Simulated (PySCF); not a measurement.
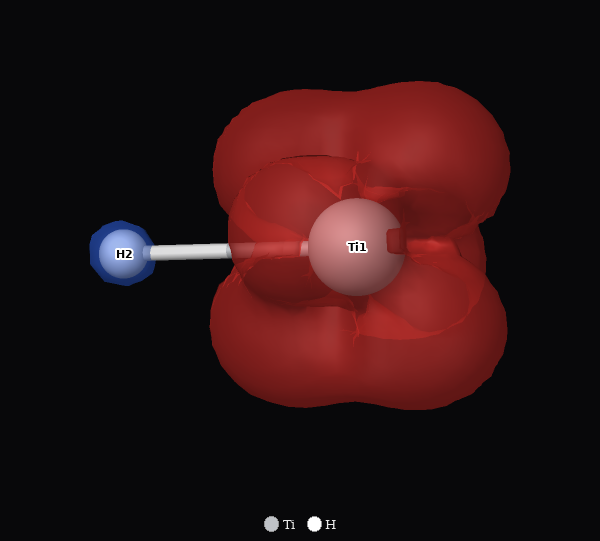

*TiH (charge +1, triplet). Isosurfaces of the spin density (α minus β) at +0.08 (red) and −0.08 e/Å³ (blue), seen from one side.*

These are results of PBE0/def2-TZVPPD, non-relativistic Hamiltonian with scalar-relativistic core potentials where named, at a bond length of 1.698 Å in PySCF 2.14.0, not measurements.

### Which atoms carry the spin?

The unpaired spin (2 electrons) lies mostly on Ti1 (about 2.0), in electrons by Hirshfeld's partition.
